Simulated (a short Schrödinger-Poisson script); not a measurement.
Structure: gated Al0.3Ga0.7As/GaAs modulation-doped gas in a quantum well, at 20 K.

| layer | material | thickness (nm) | Nd (cm⁻³) | Na (cm⁻³) |
|---|---|---|---|---|
| 1 | Al0.3Ga0.7As | 20 | - | - |
| 2 | Al0.3Ga0.7As | 20 | 2.5e18 | - |
| 3 | Al0.3Ga0.7As | 10 | - | - |
| 4 | GaAs | 10 | - | - |
| 5 | Al0.3Ga0.7As | 4000 | - | 3e14 |

The device is made up for the run: typed textbook-type constants, with dimensions and the other settings drawn at random. Al0.3Ga0.7As: permittivity 12.05, conduction-band edge (eV) 0.237, gap (eV) 1.798, electron mass (mₑ) 0.0919, Nv at 300 K (cm⁻³) 9e18. GaAs: permittivity 12.9, conduction-band edge (eV) 0, gap (eV) 1.424, Nv at 300 K (cm⁻³) 9e18.

Channel valleys (confinement mass, in-plane density-of-states mass, number): Γ 0.067, 0.067, 1. At the gate the conduction-band edge of layer 1 lies 0.99 eV − eVg above the Fermi level of the channel; the field vanishes at the back. Donor level 0.02 eV below the band edge. The barrier under the gate holds no holes. Gaps are held at their typed values at every temperature. Mesh 0.08 nm at interfaces.

Solved with a short Schrödinger-Poisson script written for these runs: 1D Poisson equation in equilibrium, electrons quantum, Hartree (BenDaniel-Duke, 40 states a valley, the channel's in-plane mass for all, wave functions free to enter the barrier), parabolic valleys, classical holes, donors ionised by Fermi statistics, acceptors fully, no traps, pinning or gate leakage.

Only gate voltages with over 1e8 electrons/cm² are shown.

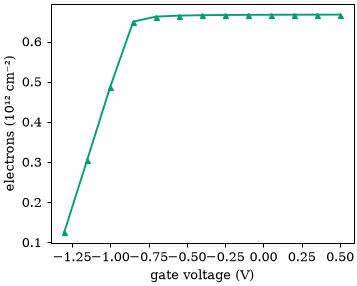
Fig. 1. Sheet density against gate voltage

| Vg (V) | electrons (cm⁻²) | in the channel layer | C (μF/cm²) | Γ E0 (meV) | Γ E1 (meV) |
|---|---|---|---|---|---|
| 0.5 | 6.67e11 | 6.38e11 | 0.419 | -23.8 | 25.2 |
| 0.35 | 6.67e11 | 6.38e11 | 0.395 | -23.8 | 26.7 |
| 0.2 | 6.67e11 | 6.38e11 | 0.375 | -23.8 | 28.4 |
| 0.05 | 6.67e11 | 6.38e11 | 0.358 | -23.8 | 30.4 |
| -0.1 | 6.66e11 | 6.38e11 | 0.343 | -23.8 | 32.5 |
| -0.25 | 6.66e11 | 6.37e11 | 0.329 | -23.8 | 35.0 |
| -0.4 | 6.66e11 | 6.37e11 | 0.317 | -23.8 | 37.8 |
| -0.55 | 6.64e11 | 6.36e11 | 0.306 | -23.7 | 41.2 |
| -0.7 | 6.62e11 | 6.34e11 | 0.295 | -23.7 | 45.2 |
| -0.85 | 6.50e11 | 6.22e11 | 0.267 | -23.2 | 52.0 |
| -1 | 4.87e11 | 4.68e11 | 0.194 | -17.4 | 68.3 |
| -1.15 | 3.06e11 | 2.95e11 | 0.194 | -10.9 | 75.6 |
| -1.3 | 1.25e11 | 1.21e11 | 0.192 | -4.3 | 83.1 |

Subbands count from the Fermi level.
